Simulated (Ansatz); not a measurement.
## Electronic structure of C₃H₆F (doublet) in real space

Input file:

```
crystal:
  periodic: [false, false, false]
  atoms:
    - {symbol: C, position_ang: [0.257744, -0.849802, 2.512406]}
    - {symbol: C, position_ang: [0.768483, -1.116956, 1.137182]}
    - {symbol: C, position_ang: [0.926859, -0.016996, 0.149643]}
    - {symbol: F, position_ang: [-0.155162, 0.867317, 0.205444]}
    - {symbol: H, position_ang: [1.054503, -0.483049, 3.185327]}
    - {symbol: H, position_ang: [-0.153963, -1.754340, 2.973716]}
    - {symbol: H, position_ang: [-0.521084, -0.080461, 2.492300]}
    - {symbol: H, position_ang: [1.259354, -2.061412, 0.915692]}
    - {symbol: H, position_ang: [1.832584, 0.586827, 0.342691]}
    - {symbol: H, position_ang: [1.002227, -0.407456, -0.874166]}
basis:
  gaussian:
    orbitals: def2-TZVPD
magnetization:
  spin_polarized: true
  initial_magnetization: 1
hamiltonian:
  xc: pbe0
output: {forces: true, orbitals: {seedname: orbitals}}
```

Launched as:

```sh
ansatz run input.yaml --threads 1 --pin off --max-ram 2610MiB --events-out events.jsonl --progress --plain --runs-dir runs
```

Geometry: B3LYP/6-31G*.

Theory: isolated molecule in a Gaussian basis; Kohn-Sham density functional theory, functional PBE0 in Ansatz 0.2.0.

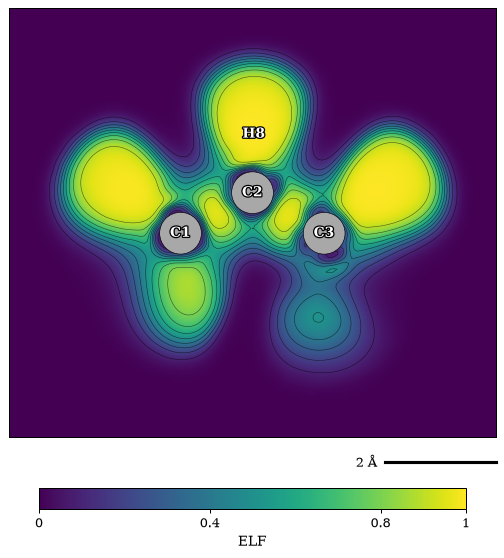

Figure 1. ELF on the plane of atoms C1, C2 and C3. Grey discs cover the atomic cores.

### What does the map show?

The section cuts through C and H sites.
C–C (1.49 Å): the ELF peaks at about 0.95 between the atoms; a covalent bond.
C–H (1.09 Å): the ELF climbs to about 1 towards the hydrogen, as it does in any bond to H; a covalent bond by its length.

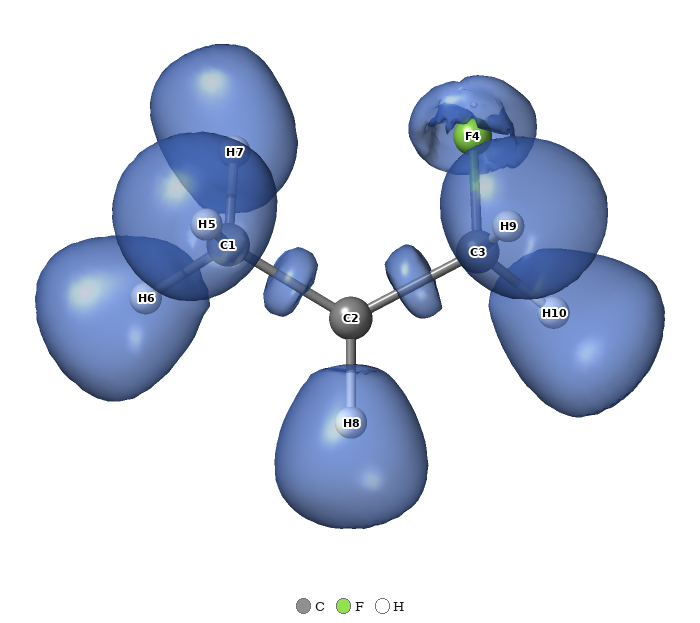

Figure 2. Isosurface of the ELF at 0.85 (blue), seen at a tilt. Only the valence region is drawn (cores and ρ < 0.01 e/Å³ removed).

### What do the ELF domains correspond to?

The ELF exceeds this value in two regions between bonded C–C atoms (shared pairs), six regions around hydrogen nuclei and one region wrapped around F (its lone pairs, merged into a ring or cap). Along the contacts the grid gives the following. C–F (1.40 Å): the ELF peaks at about 0.80 between the atoms; a shared but strongly polarised pair.

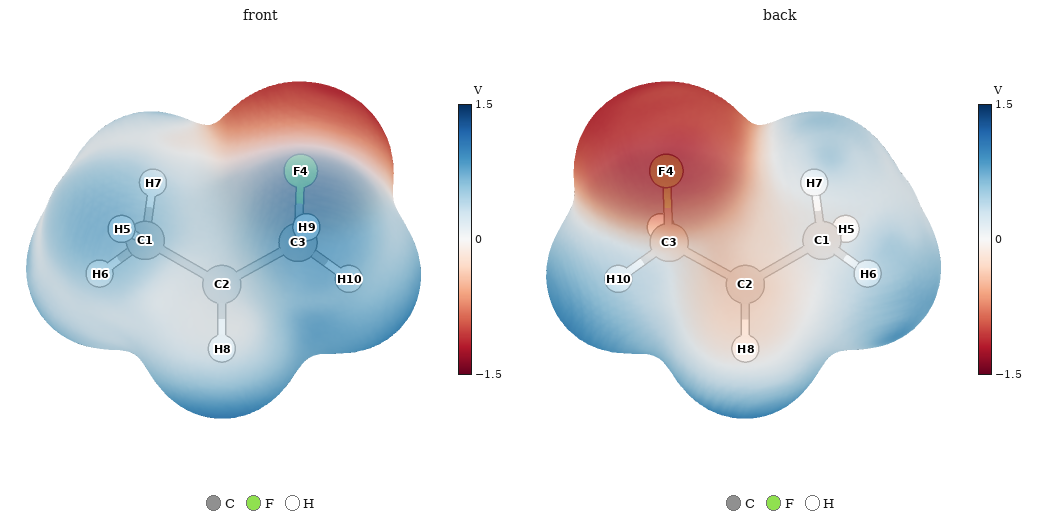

Figure 3. The electrostatic potential painted on the density surface at 0.002 e/bohr³, seen from the front and from behind; the colour scale runs from red (negative) to blue (positive).

### Which sites attract a positive test charge, and which a negative one?

A positive charge is drawn to the negative regions and a negative charge to the positive ones. The most negative region (about −1.1 V) lies over F4, the most positive (about +1.0 V) over H8 and H10.

### What dipole moment does the calculation give?

Its dipole moment is 1.87 D.

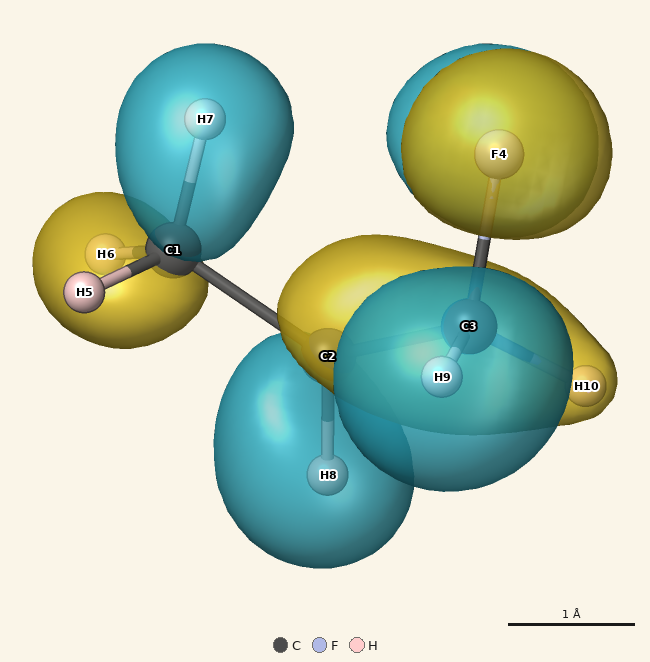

Figure 4. One frontier orbital at ±0.1 Å⁻³ᐟ² (yellow and cyan are the two phases), seen at a tilt.

### Which orbital is it: HOMO (β) or LUMO (β)?

The HOMO (β), at −9.59 eV. It lies mainly on F4 (about 35 %), C3 (about 20 %), C2 (about 15 %), H9 (about 10 %), H8 (about 5 %) and C1 (about 5 %).
